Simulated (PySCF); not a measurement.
The calculation's input:

```
{"job": {"kind": "uv", "xc": "wB97X-D", "basis": "def2-SVPD", "nstates": 8, "ntriplets": 3}, "charge": 0, "multiplicity": 1}
F      2.295745     0.398580    -0.959553
C      1.336348    -0.560893    -0.779655
C      0.774884    -0.430669     0.619938
O     -0.317482    -1.218679     0.977193
C     -0.540596     0.154184     0.930739
C     -1.472102     0.682500    -0.146436
F     -2.643845     1.055783     0.380383
F     -1.735101    -0.204928    -1.107270
F     -0.962734     1.769073    -0.748088
H      1.826306    -1.534999    -0.889751
H      0.584951    -0.430509    -1.562067
H      1.546892    -0.331885     1.382054
H     -0.697656     0.652930     1.884785
```

Command:

```sh
OMP_NUM_THREADS=1 python probes_run.py task.json out
```

Geometry: GFN2-xTB.

All numbers below come from wB97X-D/def2-SVPD, SCF density, gas phase (PySCF 2.14.0).

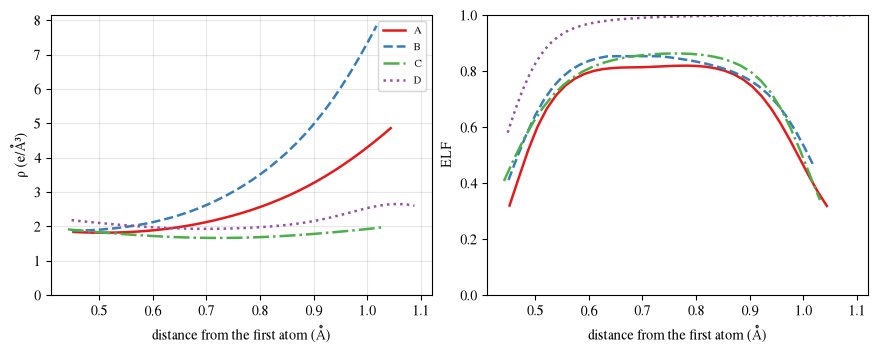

C₄H₄F₄O. Electron density and electron localisation function along straight lines between neighbouring atoms. The curves leave out the atomic cores.

Which curve belongs to which contact (C–C, C–F, C–H and C–O)? The first atom named is at distance zero.

Curve A: C–O (1.39 Å): the density is about 2.1 e/Å³ at the midpoint, with its minimum of 1.8 e/Å³ about 0.5 Å from C; the ELF peaks at about 0.80 between the atoms (a polar covalent bond). Curve B: C–F (1.33 Å): ρ at the midpoint is about 2.4 e/Å³; the ELF peaks at about 0.85 between the atoms (a polar covalent bond). Curve C: C–C (1.47 Å): ρ is about 1.7 e/Å³ halfway; the ELF peaks at about 0.85 between the atoms: a covalent bond. Curve D: C–H (1.09 Å): the density is about 2 e/Å³ at the midpoint; the ELF climbs to about 1 towards the hydrogen, as it does in any bond to H (an ordinary covalent bond to hydrogen).
